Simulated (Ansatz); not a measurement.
**CHGaN (doublet): density, localisation and related maps**

```csv
atom,x (Å),y (Å),z (Å)
C,-0.3188,-0.3457,0.0810
N,-1.1208,0.4214,-0.2406
Ga,1.1669,-1.5659,0.4835
H,0.9373,-2.6489,1.6135
```

Geometry: PBE0-D4/def2-TZVP.

Method: Ansatz, UKS PBE0-D4/def2-TZVPP.

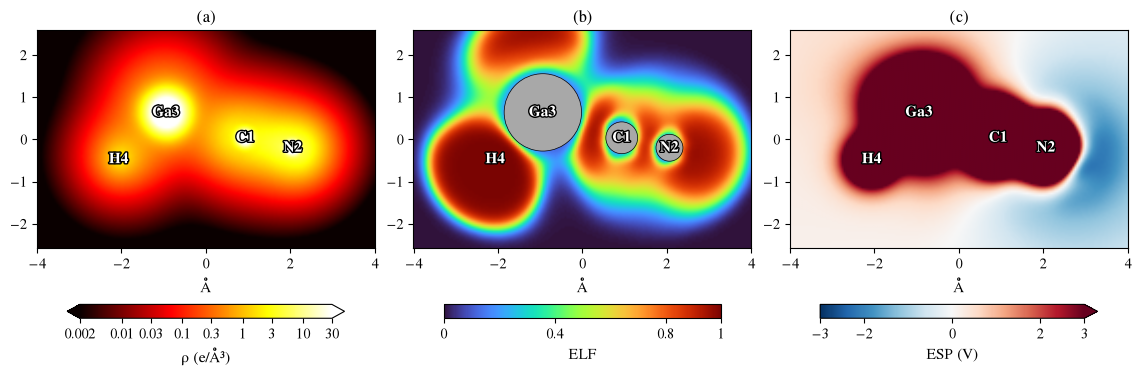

Figure 1. (a) total electron density; (b) ELF; (c) electrostatic potential on the molecular plane. Grey discs cover the atomic cores in the ELF map.

> What does the map show?

- The section cuts through C, N, Ga and H sites.
- C–N (1.16 Å): ρ at the midpoint is about 3.7 e/Å³; the ELF peaks at about 0.85 between the atoms; a multiple bond.
- C–Ga (1.96 Å): ρ is about 0.74 e/Å³ halfway; the ELF peaks at about 0.95 in the valence shell of C, 0.7 Å from its nucleus, and is about 0.45 at the midpoint.
- Ga–H (1.58 Å): the density is about 0.96 e/Å³ at the midpoint; the ELF climbs to about 1 towards the hydrogen.
- The ELF also peaks beside N2, away from the bonds: non-bonding electrons, paired or unpaired.
- Outside the dense part of the molecule the potential is most negative (−2.2 V) near N2.

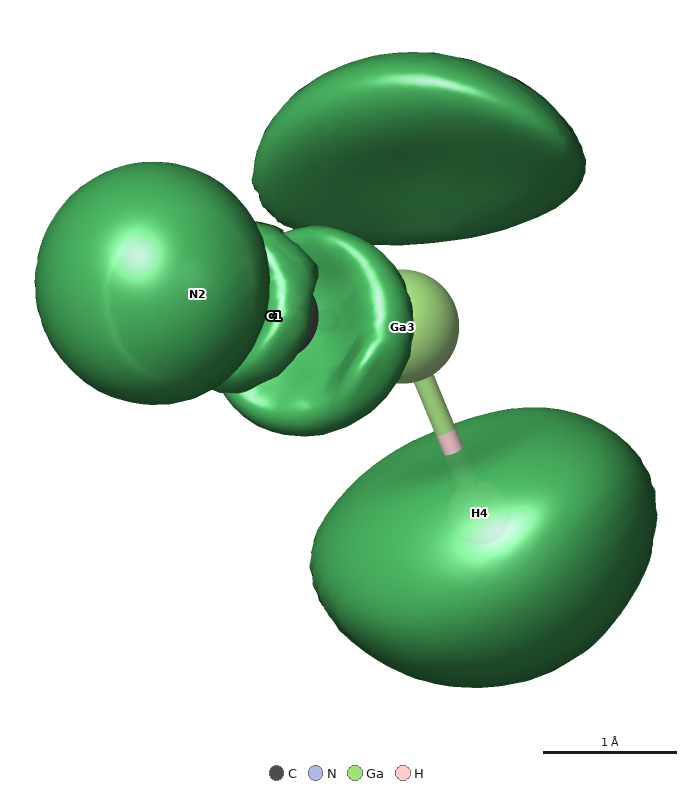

Figure 2. Isosurface of the ELF at 0.8 (green), seen at an oblique angle. Only the valence region is drawn (cores and ρ < 0.01 e/Å³ removed).

> Describe the localisation domains.

At this value the surface marks out one region between bonded C–N atoms (shared pairs), one region around a hydrogen nucleus, one lobe of the valence shell of C pointing towards Ga (polar bonds), one lobe on Ga, pointing away from the bonds (non-bonding electrons) and one lobe on N, pointing away from the bonds (non-bonding electrons).

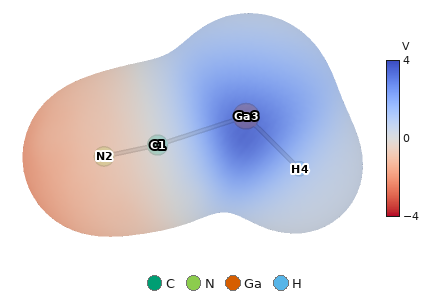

Figure 3. The molecular electrostatic potential painted on the density surface at 0.002 e/bohr³, seen at a tilt; the colour scale runs from red (negative) to blue (positive).

> Which sites attract a positive test charge, and which a negative one?

A positive charge is drawn to the negative regions and a negative charge to the positive ones. The most negative region (about −1.8 V, or −42 kcal/mol for a unit charge) lies over N2, the most positive (about +3.4 V, or +78 kcal/mol for a unit charge) over Ga3. N2 is the likeliest acceptor of a hydrogen bond.
